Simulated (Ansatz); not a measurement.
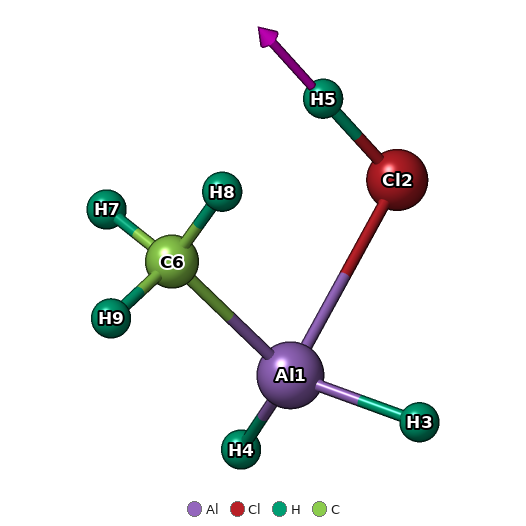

The arrows show one normal mode. Harmonic vibrations computed with RKS PBE0-D4/def2-TZVP (Ansatz 0.2.0) at a stationary point of the same level.

Question: Describe the motion.

Answer: Mostly Cl–H stretching.

Question: At what wavenumber does it lie?

Answer: 2955 cm⁻¹; it is mode 18 of 21 counted from the lowest.
